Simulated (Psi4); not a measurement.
# PBE0/def2-TZVPPD run of N2 (nitrogen)

Aim: the energy change on altering one bond length of N2 (nitrogen) at PBE0/def2-TZVPPD, from 2 runs. 

Program for the calculation: Psi4 1.11.

## (1) The molecule

N2 has 2 atoms, charge 0, and is taken as a singlet. As SMILES, `N#N`. The coordinates come from a PBE0-D4/def2-TZVP relaxation.

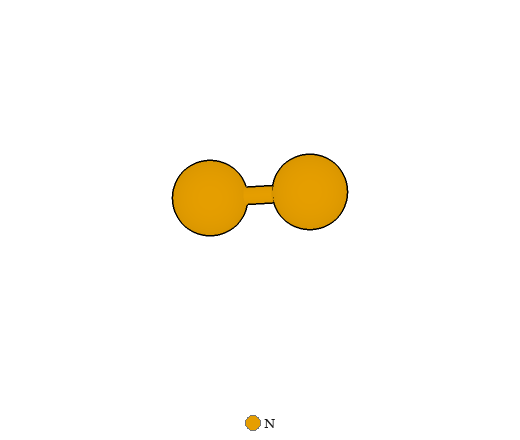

Viewed from a chosen angle; nitrogen amber.

## (2) A single-point energy at PBE0/def2-TZVPPD

Input file n2.py:

```python
import psi4

psi4.set_memory('1600 MB')
psi4.set_num_threads(1)
psi4.set_output_file('run.log', False)

geom = psi4.geometry("""
0 1
N      0.465500    -0.150300     0.239800
N     -0.465500     0.150300    -0.239800
units angstrom
symmetry c1
""")

psi4.set_options({
    'basis': 'def2-TZVPPD',
    'puream': True,
    'e_convergence': 1e-09,
    'd_convergence': 1e-08,
    'scf_type': 'pk',
    'dft_radial_points': 99,
    'dft_spherical_points': 590,
})

e_tot, wfn = psi4.energy("PBE0", return_wfn=True)
psi4.oeprop(wfn, "DIPOLE", "WIBERG_LOWDIN_INDICES", "LOWDIN_CHARGES")
print('E =', round(e_tot, 9))
for k, v in sorted(psi4.core.scalar_variables().items()):
    print(f'{k:45s} {v:18.10f}')
```

Command:

```
python n2.py
```

run.log, shortened:

```text
[...]
  Running in c1 symmetry.
[...]
  Nuclear repulsion =   23.798341769446306
[...]
  Multiplicity = 1
[...]
  Nalpha       = 7
  Nbeta        = 7
[...]
    Number of basis functions: 74
[...]
   @RKS iter   1:  -109.40545680887749   -4.99256e-01   4.40629e-03 ADIIS/DIIS
[...]
   @RKS iter   7:  -109.44681478225631   -4.39115e-12   3.57908e-09 DIIS
[...]
    Orbital Energies [Eh]
    ---------------------
    Doubly Occupied:
       1A    -14.484469     2A    -14.482455     3A     -1.161020
       4A     -0.572548     5A     -0.486810     6A     -0.486810
       7A     -0.448537
[...]
  @RKS Final Energy:  -109.44681478225631
   => Energetics <=
    Nuclear Repulsion Energy =             23.7983417694463064
    One-Electron Energy =                -194.8788211109038002
    Two-Electron Energy =                  71.9384221963985624
    DFT Exchange-Correlation Energy =     -10.3047576371973690
    Empirical Dispersion Energy =           0.0000000000000000
    VV10 Nonlocal Energy =                  0.0000000000000000
    Total Energy =                       -109.4468147822563111
[...]
 Multipole Moments:
 ------------------------------------------------------------------------------------
     Multipole            Electronic (a.u.)      Nuclear  (a.u.)        Total (a.u.)
 ------------------------------------------------------------------------------------
 L = 1.  Multiply by 2.5417464519 to convert [e a0] to [Debye]
 Dipole X            :          0.0000000            0.0000000            0.0000000
 Dipole Y            :         -0.0000000            0.0000000           -0.0000000
 Dipole Z            :          0.0000000            0.0000000            0.0000000
 Magnitude           :                                                    0.0000000
[...]
```

Standard output:

```text
E = -109.446814782
CURRENT ENERGY                                   -109.4468147823
CURRENT REFERENCE ENERGY                         -109.4468147823
DD SOLVATION ENERGY                                 0.0000000000
DFT FUNCTIONAL TOTAL ENERGY                      -109.4468147823
DFT TOTAL ENERGY                                 -109.4468147823
DFT VV10 ENERGY                                     0.0000000000
DFT XC ENERGY                                     -10.3047576372
GRID ELECTRONS ALPHA                                6.9999999884
GRID ELECTRONS BETA                                 6.9999999884
GRID ELECTRONS TOTAL                               13.9999999769
NUCLEAR REPULSION ENERGY                           23.7983417694
ONE-ELECTRON ENERGY                              -194.8788211109
PCM POLARIZATION ENERGY                             0.0000000000
PE ENERGY                                           0.0000000000
SCF ITERATION ENERGY                             -109.4468147823
SCF ITERATIONS                                      7.0000000000
SCF TOTAL ENERGY                                 -109.4468147823
TWO-ELECTRON ENERGY                                71.9384221964
XC GRID RADIAL POINTS                              99.0000000000
XC GRID SPHERICAL POINTS                          590.0000000000
XC GRID TOTAL POINTS                           114080.0000000000
```

Run time: 4.5 s. Hardware: 1 thread of Intel Xeon Platinum 8375C at 2.90GHz (Ice Lake), shared host; peak memory 0.49 GiB.

## (3) The distorted shape: energy and forces at PBE0/def2-TZVPPD

Input file n2.py:

```python
import psi4

psi4.set_memory('1600 MB')
psi4.set_num_threads(1)
psi4.core.set_output_file('n2.out', False)

molecule = psi4.geometry("""
0 1
N      1.210296    -0.390779     0.623478
N     -0.465500     0.150300    -0.239800
symmetry c1
no_reorient
no_com
""")

options = {'basis': 'def2-TZVPPD', 'puream': True, 'e_convergence': 1e-09, 'd_convergence': 1e-08, 'scf_type': 'pk', 'dft_radial_points': 99, 'dft_spherical_points': 590}
psi4.set_options(options)

result = psi4.gradient('PBE0')
print('gradient / Eh bohr^-1')
print(result.np.round(6))
```

Command:

```
python n2.py
```

n2.out, shortened:

```text
[...]
  Running in c1 symmetry.
[...]
  Nuclear repulsion =   13.221331819326460
[...]
  Multiplicity = 1
[...]
  Nalpha       = 7
  Nbeta        = 7
[...]
    Number of basis functions: 74
[...]
   @RKS iter   1:  -108.99055639170238   -9.54920e-01   1.30369e-03 ADIIS/DIIS
[...]
   @RKS iter   7:  -108.99505024717078   -3.56692e-12   5.80465e-09 DIIS
[...]
    Orbital Energies [Eh]
    ---------------------
    Doubly Occupied:
       1A    -14.583407     2A    -14.583337     3A     -0.844770
       4A     -0.739121     5A     -0.381344     6A     -0.337058
       7A     -0.337058
[...]
  @RKS Final Energy:  -108.99505024717078
   => Energetics <=
    Nuclear Repulsion Energy =             13.2213318193264602
    One-Electron Energy =                -173.7027995793332593
    Two-Electron Energy =                  61.4225635227869304
    DFT Exchange-Correlation Energy =      -9.9361460099508960
    Empirical Dispersion Energy =           0.0000000000000000
    VV10 Nonlocal Energy =                  0.0000000000000000
    Total Energy =                       -108.9950502471707807
[...]
 Multipole Moments:
 ------------------------------------------------------------------------------------
     Multipole            Electronic (a.u.)      Nuclear  (a.u.)        Total (a.u.)
 ------------------------------------------------------------------------------------
 L = 1.  Multiply by 2.5417464519 to convert [e a0] to [Debye]
 Dipole X            :         -9.8522340            9.8522232           -0.0000107
 Dipole Y            :          3.1810796           -3.1810761            0.0000035
 Dipole Z            :         -5.0753299            5.0753244           -0.0000055
 Magnitude           :                                                    0.0000126
[...]
  -Total Gradient:
     Atom            X                  Y                   Z
    ------   -----------------  -----------------  -----------------
       1        0.182438496916    -0.058905522637     0.093982286739
       2       -0.182438496916     0.058905522637    -0.093982286739
[...]
```

On the terminal:

```text
gradient / Eh bohr^-1
[[ 0.182438 -0.058906  0.093982]
 [-0.182438  0.058906 -0.093982]]
```

Wall time 6.9 s (1 thread of Intel Xeon Platinum 8375C at 2.90GHz (Ice Lake), shared host); peak memory 0.49 GiB.

## (4) Summary of results

At PBE0/def2-TZVPPD:

```
                                                         quantity          value
                                        first shape: total energy  -109.44681 Eh
                                       first shape: dipole moment         0.00 D
                                         first shape: HOMO energy      -12.21 eV
                                         first shape: LUMO energy       -0.46 eV
                                       first shape: HOMO–LUMO gap       11.74 eV
                                    distorted shape: total energy  -108.99505 Eh
                                   distorted shape: dipole moment         0.00 D
                                     distorted shape: HOMO energy       -9.17 eV
                                     distorted shape: LUMO energy       -5.78 eV
                                   distorted shape: HOMO–LUMO gap        3.39 eV
                        distorted shape: largest force on an atom    10.979 eV/Å
energy change with the N1–N2 bond stretched from 1.090 to 1.961 Å      12.293 eV
```

What this shows: With the N1–N2 bond stretched from 1.090 to 1.961 Å the energy rises by 12.29 eV (283 kcal/mol). A restricted reference can't describe the breaking bond well at this length.
